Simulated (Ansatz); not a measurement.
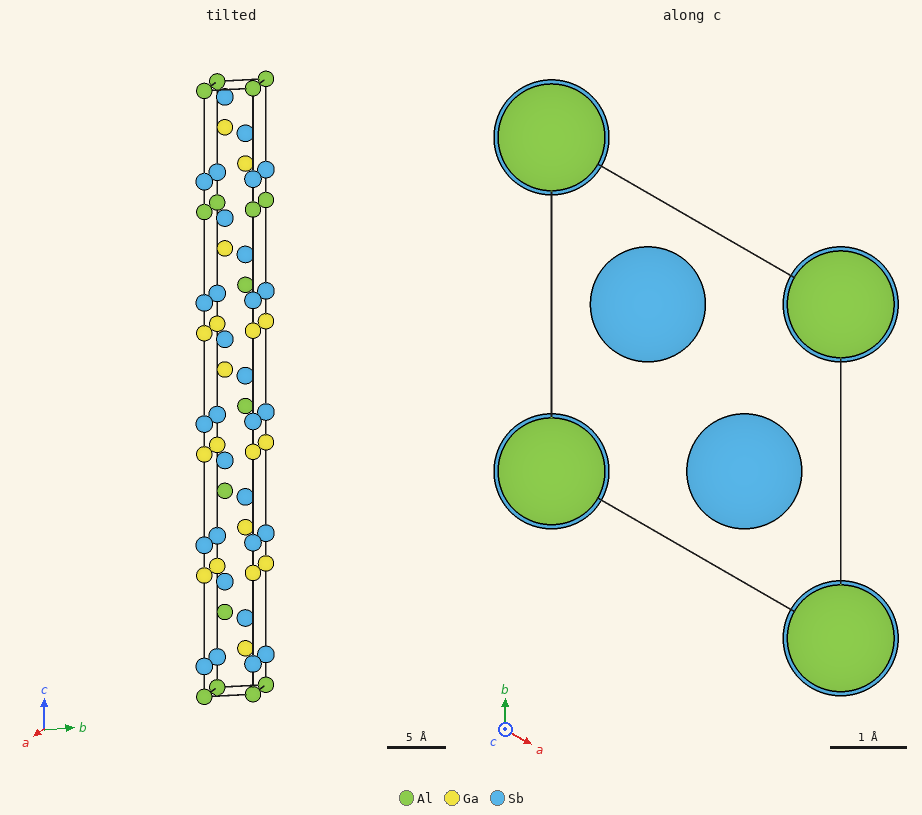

Shown here is a spheres-only view of the crystal, taken slightly off an axis and along the c axis. One conventional unit cell is framed, with atoms on its boundary repeated.

Al₂Ga₃Sb₅, space group R3m (No. 160), a = 4.398 Å, b = 4.398 Å, c = 53.839 Å, α = 90.00°, β = 90.00°, γ = 120.00°. It goes back to a structure type filled with these elements by a generator (whether the compound takes this form wasn't checked). Earlier steps of the study, as a rule a relaxation of our own, may have changed the cell and positions, so they can lie some per cent off the listed ones. An electronic-structure calculation with Ansatz was run on it.

This one geometry was computed with Ansatz (DFT, plane waves, PAW) at three levels of theory: PBEsol, r2SCAN and PBE.

Which level gives the highest pressure at this volume, and what does that say about its equilibrium volume?

Highest: PBE (0.0 GPa), which points to the largest equilibrium volume. Lowest, with the smallest volume: PBEsol (-2.0 GPa) and r2SCAN (-1.6 GPa). Levels within 0.5 GPa of each other can't be told apart.

How does the band gap change with the level of theory?

PBEsol: a gap of 0.06 eV, direct; PBE: a gap of 0.10 eV, direct; r2SCAN: a gap of 0.46 eV, direct.

Collect the results in a table.

| level | cutoff (eV) | k-mesh of the run's cell | gap (eV) | pressure (GPa) |
| --- | --- | --- | --- | --- |
| PBEsol | 420 | 12×12×12 | 0.06 | -2.0 |
| r2SCAN | 500 | 12×12×12 | 0.46 | -1.6 |
| PBE | 420 | 12×12×12 | 0.10 | 0.0 |

Gaps are taken on the k-mesh or band path of each run.
